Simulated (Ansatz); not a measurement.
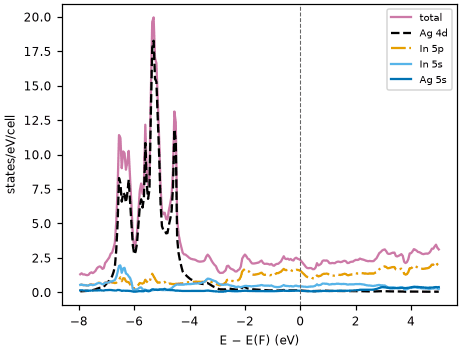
*Total and projected density of states of In$_{2}$Ag in space group I4/mcm (No. 140; In on 8h, Ag on 4a), plane-wave PAW LDA (Ansatz code)*

Q: Which orbitals carry the states next to the Fermi level?

A: Within 0.5 eV of the Fermi level: In 5p 65 %, In 5s 20 %, Ag 4d 6 %. Projections are on Löwdin-orthogonalised atomic valence shells; empty p or d shells of many metals are not among them.

Q: Where is the tallest occupied peak in this window, and what makes it?

A: Near -5.3 eV, about 20 states/eV per cell; the largest projected share is Ag 4d.

The first step of the workflow began from a Materials Project structure, measured or hypothetical; the Crystallography Open Database files this formula in space group No. 140, but the cells were not matched. Whether it is the stable phase at ambient conditions was not checked. Symmetry was held in the LDA relaxation; its stability against distortions is not shown here. No spin polarisation was allowed. Spin–orbit coupling is left out wherever it is not named.

Potentials: the later of the program's two PAW sets.
